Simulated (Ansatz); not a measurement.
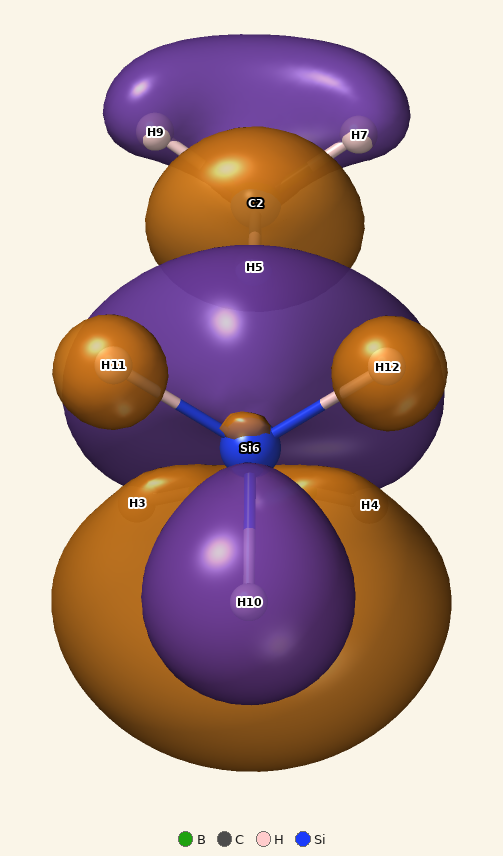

Figure 1: BH5Si···CH4. One frontier orbital at ±0.06 Å⁻³ᐟ² (orange and purple are the two phases), seen at an oblique angle.

The product side of a reaction path; geometry: PBE0-D4/def2-TZVP.

These are results of RKS PBE0-D4/def2-TZVPP (Ansatz 0.2.0), not measurements.

```yaml
atoms:
  - { symbol: B, position_ang: [0.8736, -0.3395, -0.6022] }
  - { symbol: C, position_ang: [-0.8497, -1.1350, 1.2891] }
  - { symbol: H, position_ang: [1.7557, -0.5538, 0.1756] }
  - { symbol: H, position_ang: [0.4833, -1.2495, -1.2717] }
  - { symbol: H, position_ang: [-0.5509, -0.2962, 0.6317] }
  - { symbol: Si, position_ang: [0.3621, 1.5531, -1.0626] }
  - { symbol: H, position_ang: [-1.8788, -1.3838, 1.0353] }
  - { symbol: H, position_ang: [-0.2076, -2.0001, 1.1490] }
  - { symbol: H, position_ang: [-0.7768, -0.7731, 2.3134] }
  - { symbol: H, position_ang: [1.3201, 1.9968, -2.1201] }
  - { symbol: H, position_ang: [0.4831, 2.4998, 0.0811] }
  - { symbol: H, position_ang: [-1.0139, 1.6813, -1.6187] }
```

Q: Which orbital is it: HOMO or LUMO?

A: The LUMO, at −1.75 eV. Its weight (Hirshfeld) is mainly on B1 (about 50 %), Si6 (about 15 %) and C2 (about 10 %).
